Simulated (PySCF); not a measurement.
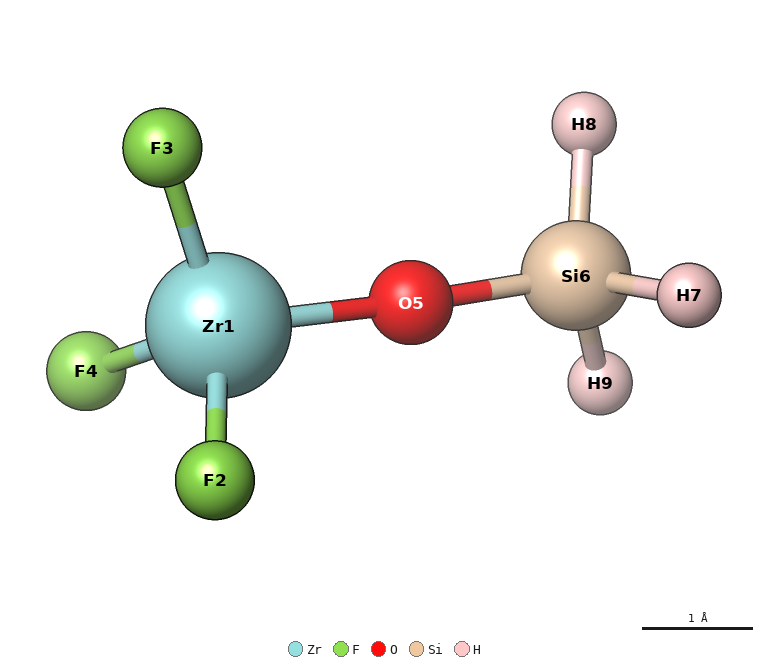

Orthographic view. Atoms fade into the background with distance from the viewer. Charge 0, singlet. The geometry was computed by an optimisation with PBE0-D3(BJ)/def2-SVP. No frequency run is at hand to confirm it as a minimum.

Write a Z-matrix (Å, degrees) in the order of the atom numbers, with these reference atoms: 2 to 1; 3 to 1, 2; 4 to 1, 3, 2; 5 to 1, 4, 2; 6 to 5, 3, 1; 7 to 6, 5, 3; 8 to 6, 7, 5; 9 to 6, 7, 8.

```
Zr 
F    1   1.903
F    1   1.903   2   110.0
F    1   1.902   3   109.9   2   119.3
O    1   1.923   4   109.2   2   120.5
Si   5   1.672   3   142.8   1   176.9
H    6   1.491   5   109.3   3    84.6
H    6   1.492   7   109.6   5   119.7
H    6   1.491   7   109.7   8   120.5
```
